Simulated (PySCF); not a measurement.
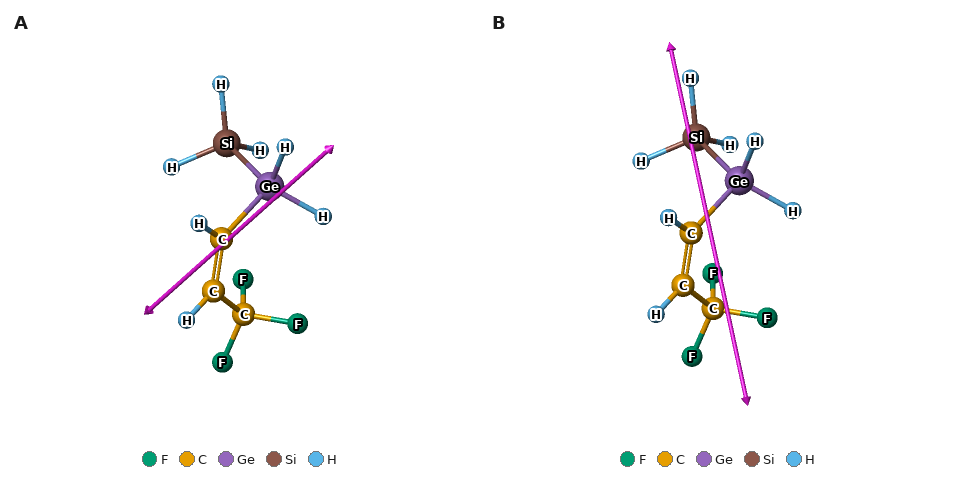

The double arrows show the directions of two transition dipoles from the ground state (lengths mean nothing). The geometry was computed by an optimisation with GFN2-xTB. No frequency run is at hand to confirm it as a minimum. Level of theory: TDDFT CAM-B3LYP/def2-SVPD, vertical, gas phase, core orbitals frozen in the response (PySCF 2.14.0).

One belongs to singlet state 4 and one to singlet state 5. Which is which?

Answer. A: state 4, 7.24 eV (171 nm), oscillator strength 0.024, of mixed character, with the largest part HOMO−2 → LUMO (weight 0.33).
B: state 5, 7.59 eV (163 nm), oscillator strength 0.15, of mixed character, with the largest part HOMO−3 → LUMO (weight 0.28).

The geometry is semi-empirical. Around Ge, Si such bond lengths and angles can be off by a tenth of an ångström or more and by several degrees, and values that hang on the shape move with them.
